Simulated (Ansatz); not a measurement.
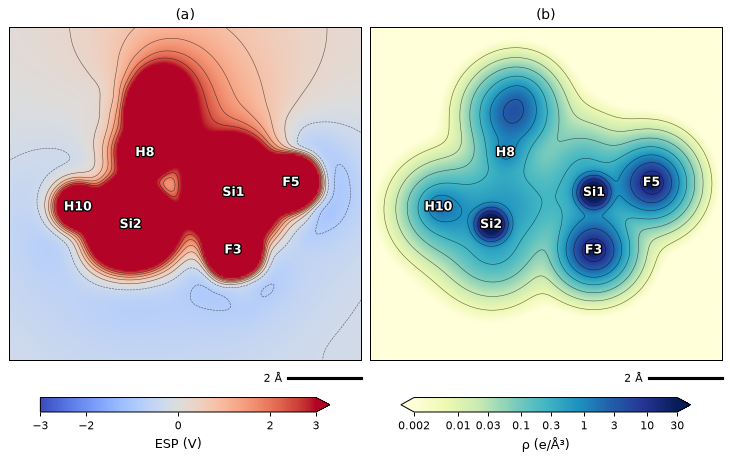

Figure. F3H2NSi···H3Si···H3O. (a) electrostatic potential; (b) electron density on the plane of atoms F3, Si1 and F5.

A transition-state structure; geometry: PBE0-D4/def2-TZVP.

Theory: Ansatz, RKS PBE0-D4/def2-TZVPP.

Input

```
crystal:
  periodic: [false, false, false]
  atoms:
    - {symbol: Si, position_ang: [-0.898166, 0.823032, -0.733690]}
    - {symbol: Si, position_ang: [0.958457, -1.460861, -0.838504]}
    - {symbol: F, position_ang: [-0.352406, 0.727619, -2.213841]}
    - {symbol: F, position_ang: [-1.990234, -0.222783, -0.238654]}
    - {symbol: F, position_ang: [-1.852831, 2.104476, -0.884012]}
    - {symbol: H, position_ang: [-0.061855, 0.496209, 1.549575]}
    - {symbol: N, position_ang: [0.106227, 1.484317, 0.574013]}
    - {symbol: H, position_ang: [0.167568, -0.940911, 0.927973]}
    - {symbol: O, position_ang: [-0.059307, -0.556251, 1.954486]}
    - {symbol: H, position_ang: [1.510919, -2.622005, -0.057250]}
    - {symbol: H, position_ang: [0.278943, -2.083532, -2.011744]}
    - {symbol: H, position_ang: [2.182016, -0.773045, -1.366733]}
    - {symbol: H, position_ang: [1.100085, 1.412767, 0.381423]}
    - {symbol: H, position_ang: [-0.128567, 2.447980, 0.796388]}
    - {symbol: H, position_ang: [-0.960848, -0.836912, 2.160468]}
basis:
  gaussian: {orbitals: def2-TZVPP}
hamiltonian: {xc: pbe0, dispersion: d4}
output: {orbitals: {seedname: orbitals}}
```

Run with:

```sh
ansatz run in.yaml --threads 4 --pin off --events-out ev --progress --plain --max-ram 66560MiB --backend cuda --devices 0, --max-vram 37GiB
```

Q: What does the map show?

A: Atoms in the plane: Si, F and H. Si–F (1.58 Å): ρ at the midpoint is about 1.2 e/Å³. Si–H (1.50 Å): ρ at the midpoint is about 0.75 e/Å³. Outside the dense part of the complex the potential is most negative (−1.0 V) near F5.
